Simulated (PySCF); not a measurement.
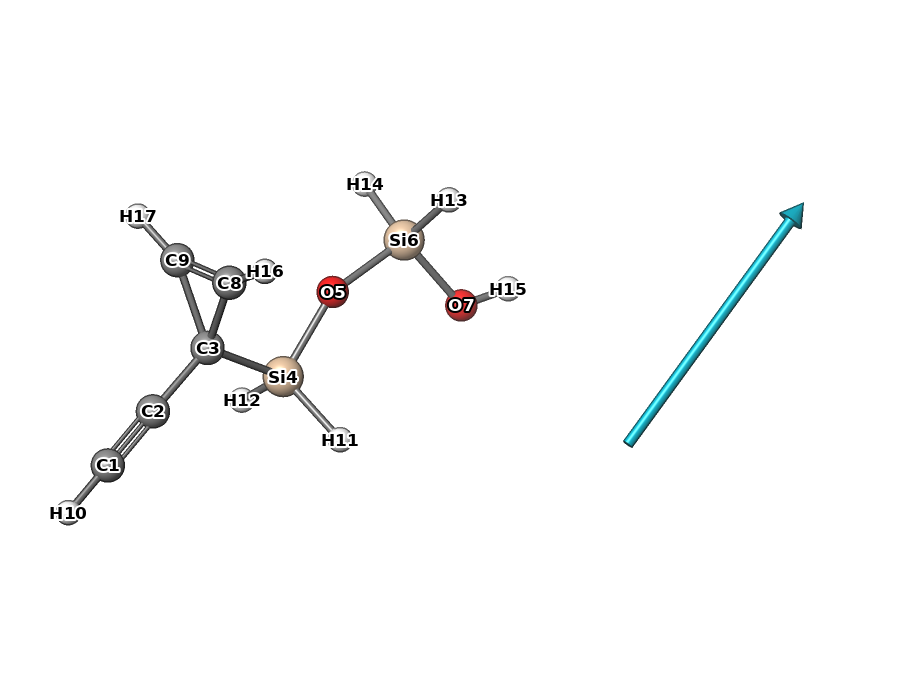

The arrow beside the molecule shows the direction of the dipole moment, from the negative to the positive end (its length means nothing). The geometry was computed by an optimisation with GFN2-xTB. No frequency run is at hand to confirm it as a minimum. Method: PBE0/pcSseg-1, gas phase (PySCF 2.14.0).

Q: How large is the dipole moment?

A: 2.39 D; it points from the side of H10 to the side of H13, H15 (the outermost atoms at the two ends).

The geometry is semi-empirical. Around Si such bond lengths and angles can be off by a tenth of an ångström or more and by several degrees, and values that hang on the shape move with them.
